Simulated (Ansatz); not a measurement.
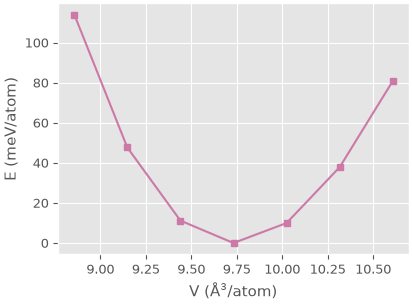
OsC (CsCl type, Pm-3m) under volume change, plane-wave PAW PBE (Ansatz code), scaled uniformly.

Q: What does a third-order Birch–Murnaghan fit give for V₀, B₀ and B′?

A: V₀ = 9.73 Å³/atom, B₀ = 387 GPa, B′ = 4.6.

A made-up cell: these elements were put on the sites of a structure type; neither database checked (COD, Materials Project) lists it. Whether it is the stable phase at ambient conditions was not checked. The cell was relaxed with PBE under the symmetry of its start; its stability against distortions is not shown here. No spin polarisation was allowed. Spin–orbit coupling is left out wherever it is not named.

Potentials: the later of the program's two PAW sets.
